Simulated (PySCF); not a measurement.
## Electronic structure of C8H20O4Ti (Ti(OEt)4) in real space

```yaml
atoms:
  - { symbol: Ti, position_ang: [0.1078, 0.2561, 0.2807] }
  - { symbol: O, position_ang: [0.7007, 1.0329, 1.7738] }
  - { symbol: C, position_ang: [1.3268, 0.9053, 3.0047] }
  - { symbol: C, position_ang: [1.2898, -0.5158, 3.5369] }
  - { symbol: H, position_ang: [2.3789, 1.2410, 2.9202] }
  - { symbol: H, position_ang: [0.8384, 1.5872, 3.7268] }
  - { symbol: H, position_ang: [1.7903, -0.5790, 4.5156] }
  - { symbol: H, position_ang: [0.2507, -0.8597, 3.6544] }
  - { symbol: H, position_ang: [1.7948, -1.2038, 2.8416] }
  - { symbol: O, position_ang: [1.2071, 0.5283, -1.0839] }
  - { symbol: C, position_ang: [1.7938, 0.8542, -2.2945] }
  - { symbol: C, position_ang: [3.0263, 1.7148, -2.1026] }
  - { symbol: H, position_ang: [2.0599, -0.0746, -2.8350] }
  - { symbol: H, position_ang: [1.0616, 1.3895, -2.9302] }
  - { symbol: H, position_ang: [3.4820, 1.9653, -3.0731] }
  - { symbol: H, position_ang: [2.7637, 2.6521, -1.5889] }
  - { symbol: H, position_ang: [3.7754, 1.1905, -1.4903] }
  - { symbol: O, position_ang: [-1.4997, 0.9059, -0.1124] }
  - { symbol: C, position_ang: [-2.5984, 1.0237, -0.9499] }
  - { symbol: C, position_ang: [-2.1966, 1.3553, -2.3741] }
  - { symbol: H, position_ang: [-3.1812, 0.0823, -0.9342] }
  - { symbol: H, position_ang: [-3.2686, 1.8098, -0.5530] }
  - { symbol: H, position_ang: [-3.0836, 1.4642, -3.0173] }
  - { symbol: H, position_ang: [-1.6275, 2.2971, -2.4046] }
  - { symbol: H, position_ang: [-1.5593, 0.5610, -2.7935] }
  - { symbol: O, position_ang: [-0.0405, -1.4874, 0.5602] }
  - { symbol: C, position_ang: [-0.6137, -2.7437, 0.6579] }
  - { symbol: C, position_ang: [-2.1099, -2.7057, 0.4079] }
  - { symbol: H, position_ang: [-0.1304, -3.4253, -0.0679] }
  - { symbol: H, position_ang: [-0.4091, -3.1554, 1.6646] }
  - { symbol: H, position_ang: [-2.5489, -3.7107, 0.5013] }
  - { symbol: H, position_ang: [-2.6058, -2.0379, 1.1286] }
  - { symbol: H, position_ang: [-2.3192, -2.3291, -0.6052] }
```

Geometry: PBE0-D3(BJ)/def2-SVP.

Level of theory: wB97X-D/def2-SVPD, SCF density, gas phase in PySCF.

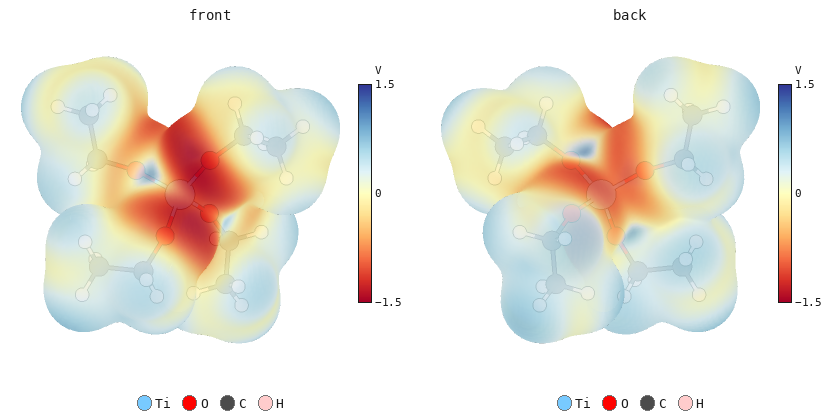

Figure 1. The molecular electrostatic potential painted on the density surface at 0.002 e/bohr³, seen from the front and from behind; the colour scale runs from red (negative) to blue (positive).

Question: Where is the surface potential most negative and most positive?

Answer: The most negative region (about −1.4 V, or −32 kcal/mol for a unit charge) lies over O2 and O18, the most positive (about +0.7 V, or +16 kcal/mol for a unit charge) over Ti1, H23, H31 and H33.

Question: How polar is the molecule by this calculation?

Answer: Its dipole moment is 1.42 D.

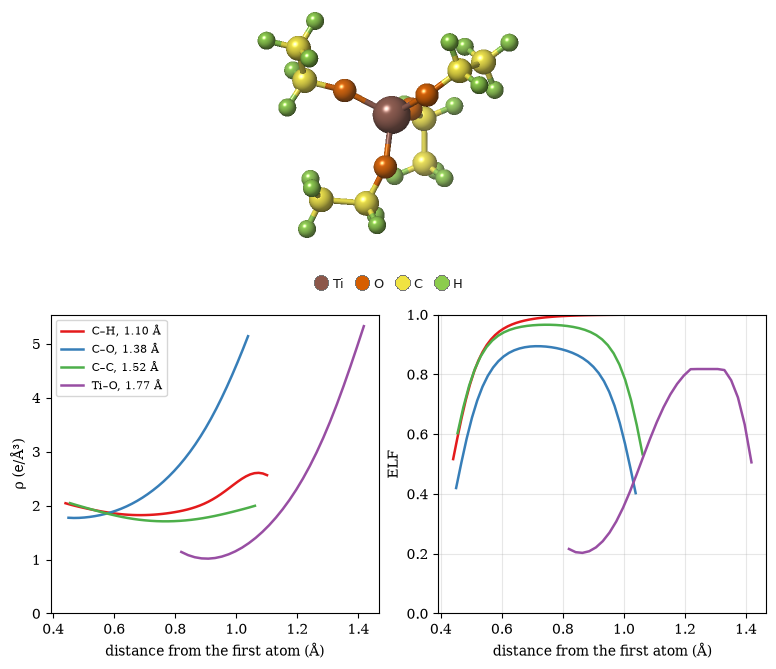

Figure 2. Total electron density and electron localisation function along straight lines between neighbouring atoms. The curves leave out the atomic cores. The structure is drawn too.

Question: Compare the contacts.

Answer: C–H (1.10 Å): the density is about 1.9 e/Å³ at the midpoint; the ELF climbs to about 1 towards the hydrogen, as it does in any bond to H: a covalent bond by its length.
C–O (1.38 Å): the density is about 2.1 e/Å³ at the midpoint, with its minimum of 1.8 e/Å³ about 0.5 Å from C; the ELF peaks at about 0.90 between the atoms: a polar covalent bond.
C–C (1.52 Å): the density is about 1.7 e/Å³ at the midpoint; the ELF peaks at about 0.95 between the atoms: a shared electron pair.
Ti–O (1.77 Å): ρ is about 1 e/Å³ halfway; the ELF peaks at about 0.80 in the valence shell of O, 0.5 Å from its nucleus, and drops to about 0.20 between the two atoms.
